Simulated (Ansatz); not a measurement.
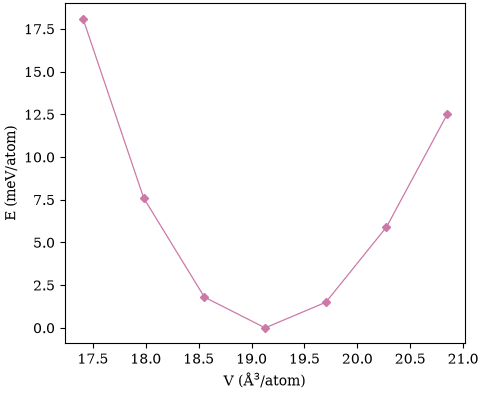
K$_{2}$Sn$_{2}$O$_{3}$ in space group I2_13 (No. 199; K on 8a, Sn on 8a, O on 12b) under volume change, DFT-LDA in the program Ansatz with PAW potentials, shape and atoms relaxed at each volume.

Problem. What does a third-order Birch–Murnaghan fit give for V₀, B₀ and B′?

Solution. V₀ = 19.13 Å³/atom, B₀ = 30.8 GPa, B′ = 5.2.

The first step of the workflow began from a Materials Project structure, measured or hypothetical; the Crystallography Open Database copy checked does not list it. COD files the formula under space group No. 166, so this cell is another polymorph or a model. Whether it is the stable phase at ambient conditions was not checked. The LDA relaxation kept the symmetry of its start; whether a distortion lowers the energy is not shown. Spin–orbit coupling is left out wherever it is not named.

Potentials: the later of the program's two PAW sets.
